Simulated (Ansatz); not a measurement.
Program: Ansatz.

```
crystal:
  lattice:
    - [10.221969, 0.0, 0.0]
    - [0.0, 9.127188, 0.0]
    - [0.0, 0.0, 9.585922]
  atoms:
    - { symbol: O, position: [0.4429402, 0.56780893, 0.53276793] }
    - { symbol: Co, position: [0.58377699, 0.61482847, 0.66058789], spin: 3 }
    - { symbol: Co, position: [0.3700585, 0.4479048, 0.40745069], spin: -3 }
hamiltonian:
  xc: pbe
  pseudopotentials: { kind: nc }
kpoints:
  mp_grid: { grid: [1, 1, 1], shift: [0, 0, 0] }
magnetization:
  spin_polarized: true
scf:
  occupations: { method: fermi_dirac }
  lower_state_search: standard
```

Q: Will this run converge, and how?

A: Not converged after 100 iterations. The residual first shoots up to about 600 before step 3. It is still falling at the last step (down to 4 × 10⁻⁷). The net moment goes from −0.3 to 0.3 μB per cell, with excursions between −3.9 and 2.9 on the way, though in an unconverged run this needn't be final.

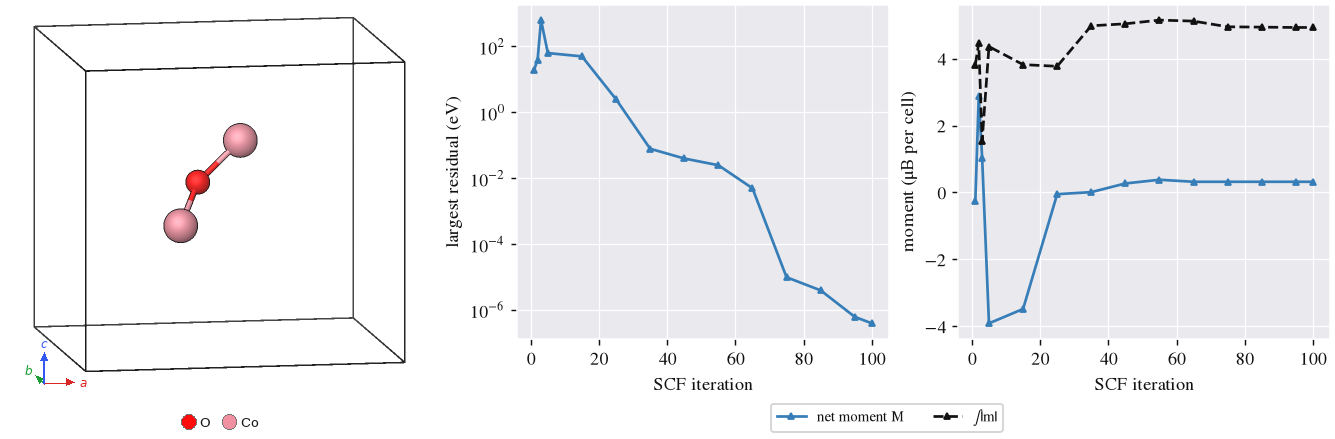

Beside the plot: the structure.

SCF iterations of a calculation: largest residual, magnetic moments. Only some iterations were kept.
